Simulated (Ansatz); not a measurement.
SrMgCl₄: space group P2 (No. 3), a = 5.084 Å, b = 5.063 Å, c = 6.848 Å, α = 90.00°, β = 106.05°, γ = 90.00°. Origin: the geometry relaxed with DFT PBE, scalar-relativistic, plane waves, PAW in Ansatz 0.2.0; the starting structure was generated, so it need not be a known form of this composition. Forms under 0.4 % of the area are left out. Forms are taken in the Laue class: a face and its opposite count as one form.

### Estimate the growth shape by the BFDH rule (face distance proportional to 1/d, absences counted).

The forms computed, by share of the surface:

```tsv
form	faces	d (Å)	share of area (%)
{001}	2	6.581	35.1
{010}	2	5.063	31.4
{100}	2	4.886	20.6
{1 0 -1}	2	4.574	13.0
```

Widths along a, b and c stand as 1.00 : 0.88 : 0.86.

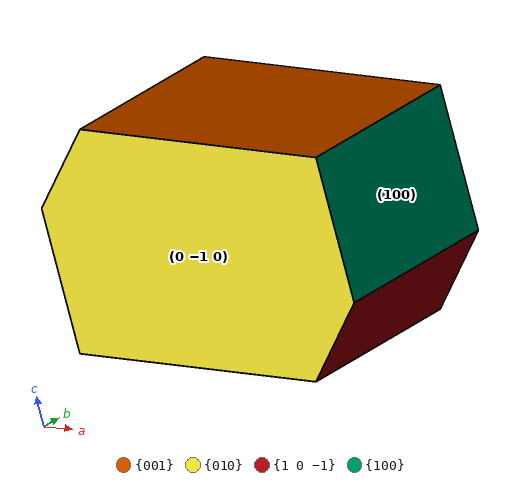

The computed shape, faces indexed. The rule is geometric and ignores bonding and growth conditions.
